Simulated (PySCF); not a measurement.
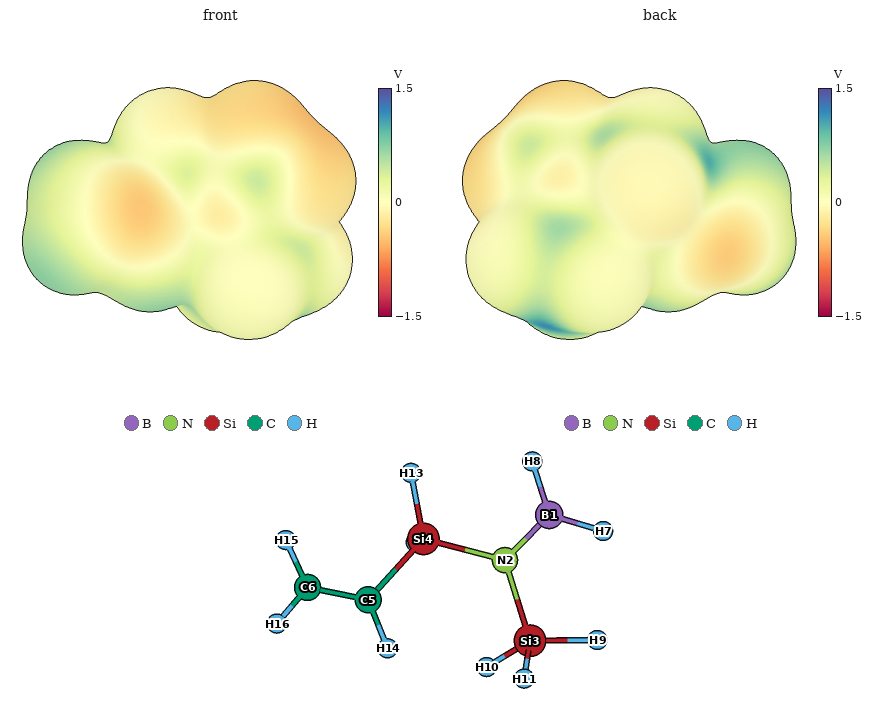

The picture shows: C$_{2}$H$_{10}$BNSi$_{2}$. The molecular electrostatic potential painted on the density surface at 0.001 e/bohr³, seen from the front and from behind; red is negative and blue positive. The bare structure is drawn below in the same view.

Geometry: GFN2-xTB.

The calculation used PBE0/pcSseg-1, SCF density, gas phase, non-relativistic (PySCF 2.14.0).

```
atom    x (Å)    y (Å)    z (Å)
   B  -1.8638   1.3201  -0.9420
   N  -1.1251   0.3689  -0.2190
  Si  -1.7006  -1.2893  -0.1084
  Si   0.3945   0.7771   0.5755
   C   1.7085  -0.4477   0.0065
   C   3.0069  -0.1919  -0.0311
   H  -2.8729   1.0077  -1.4525
   H  -1.4712   2.4210  -1.0286
   H  -3.1575  -1.2808  -0.0005
   H  -1.1065  -1.8723   1.0980
   H  -1.2615  -2.0212  -1.3028
   H   0.1685   0.6553   2.0251
   H   0.7641   2.1448   0.2199
   H   1.3714  -1.4331  -0.2966
   H   3.3991   0.7697   0.2585
   H   3.7384  -0.9193  -0.3508
```

**Which sites attract a positive test charge, and which a negative one?**

A positive charge is drawn to the negative regions and a negative charge to the positive ones. The most negative region (about −0.5 V, or −12 kcal/mol for a unit charge) lies over C5, C6, H7 and H8, the most positive (about +1.0 V, or +23 kcal/mol for a unit charge) over Si3.

**How polar is the molecule by this calculation?**

Its dipole moment is 1.55 D.
